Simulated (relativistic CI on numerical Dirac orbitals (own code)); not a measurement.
**B²⁺: one ion under different settings**

How much do the settings matter for B²⁺? One ion, several inputs.

Program: relativistic CI on numerical Dirac orbitals (own code) version 3. Level of theory: Dirac-Coulomb-Breit CI, KLI orbitals optimised for each configuration, model QED (radiative potential, 1s self-energy scaled to tabulated hydrogen-like ionisation energies), numerical settings as typed. These are calculated values, not measurements, unless marked.

**1. The atom as given**

```
ion            : B²⁺ (B III)
nuclear charge : 5
electrons      : 3
isotope        : A = 11
```

**2. Usual settings**

Settings of the run:

```ini
atom B  Z=5  charge=2  electrons=3
nucleus A=11  rms_radius_fm=2.4060
hamiltonian dirac-coulomb  breit=on  qed=on  c_scale=1
orbitals kli  potential=per-configuration
slater_scale 1
correlation none
mixing on
grid step=0.0125 r_max=34.3
scf mixing=0.4 start=green max_iterations=150 tolerance=2e-08 node_fill=0.05
configurations
  [He] 2s
  [He] 2p
  [He] 3s
  [He] 3p
  [He] 3d
end
```

Run with:

```bash
python run_levels.py task.json out
```

task.json lists these runs, among others, and the program works through them in turn.

**3. Start potential thomas-fermi**

Settings: those of step 2 with these lines changed.

```diff
@@ -8,3 +8,3 @@
 grid step=0.0125 r_max=34.3
-scf mixing=0.4 start=green max_iterations=150 tolerance=2e-08 node_fill=0.05
+scf mixing=0.4 start=thomas-fermi max_iterations=150 tolerance=2e-08 node_fill=0.05
 configurations
```

**4. Start potential thomas-fermi, iteration limit 20, grid step 0.03**

Settings: those of step 3 with these lines changed.

```diff
@@ -7,4 +7,4 @@
 mixing on
-grid step=0.0125 r_max=34.3
-scf mixing=0.4 start=thomas-fermi max_iterations=150 tolerance=2e-08 node_fill=0.05
+grid step=0.03 r_max=34.3
+scf mixing=0.4 start=thomas-fermi max_iterations=20 tolerance=2e-08 node_fill=0.05
 configurations
```

**5. End of the grid 51.45, tolerance 1e-06**

Settings: those of step 4 with these lines changed.

```diff
@@ -7,4 +7,4 @@
 mixing on
-grid step=0.03 r_max=34.3
-scf mixing=0.4 start=thomas-fermi max_iterations=20 tolerance=2e-08 node_fill=0.05
+grid step=0.0125 r_max=51.45
+scf mixing=0.4 start=green max_iterations=150 tolerance=1e-06 node_fill=0.05
 configurations
```

**6. Speed-of-light factor 0.4**

Settings of the run:

```ini
atom B  Z=5  charge=2  electrons=3
nucleus A=11  rms_radius_fm=2.4060
hamiltonian dirac-coulomb  breit=on  qed=on  c_scale=0.4
orbitals kli  potential=per-configuration
slater_scale 1
correlation none
mixing on
grid step=0.0125 r_max=34.3
scf mixing=0.4 start=green max_iterations=95 tolerance=2e-08 node_fill=0.05
configurations
  [He] 2s
  [He] 2p
  [He] 3s
  [He] 3p
  [He] 3d
end
```

**7. Node fill 5**

Settings of the run:

```ini
atom B  Z=5  charge=2  electrons=3
nucleus A=11  rms_radius_fm=2.4060
hamiltonian dirac-coulomb  breit=on  qed=on  c_scale=1
orbitals kli  potential=per-configuration
slater_scale 1
correlation none
mixing on
grid step=0.0125 r_max=34.3
scf mixing=0.4 start=green max_iterations=55 tolerance=2e-08 node_fill=5
configurations
  [He] 2s
  [He] 2p
  [He] 3s
  [He] 3p
  [He] 3d
end
```

(Steps that only read results are left out.)

What does the calculation give? Wanted: lowest level, usual settings; total energy; first excitation.

**Answer**, as computed:

| setting | total energy less usual (Ha) | largest shift of a level among the lowest eight of both runs, same label and place (cm⁻¹) | SCF iterations | time | lowest level | kind of change |
| --- | --- | --- | --- | --- | --- | --- |
| usual | 0 | 0 | 43 | 0.14 s | 2s 2S1/2 | - |
| start potential thomas-fermi | 0 | 0 | 46 | 0.16 s | 2s 2S1/2 | numerical |
| start potential thomas-fermi, iteration limit 20, grid step 0.03 | 2.41e-06 | 0.0269 | 46 | 0.086 s | 2s 2S1/2 | numerical |
| end of the grid 51.45, tolerance 1e-06 | 0 | 0 | 36 | 0.14 s | 2s 2S1/2 | numerical |
| speed-of-light factor 0.4 | -0.031 | 442 | 43 | 0.14 s | 2s 2S1/2 | unsound |
| node fill 5 | 0.0148 | 3440 | 48 | 0.15 s | 2s 2S1/2 | unsound |

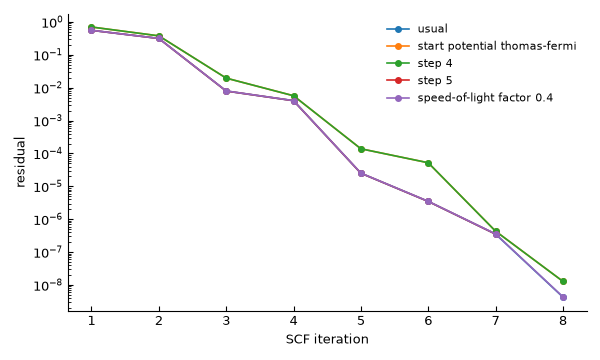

Residual of the first configuration's SCF.

| quantity | value |
| --- | --- |
| lowest level, usual settings | 2s 2S1/2 |
| total energy | -23.3805 Ha |
| first excitation | 48877 cm⁻¹ |

**Reading.** Among the runs whose levels can be followed, they move most under «node fill 5» (unsound), by up to 3440 cm⁻¹. No visible change in the result comes from «start potential thomas-fermi» or «start potential thomas-fermi, iteration limit 20, grid step 0.03» or «end of the grid 51.45, tolerance 1e-06». Only the listed configurations are in the model. Near neutrality, missing correlation can shift configurations against each other by thousands of cm⁻¹.
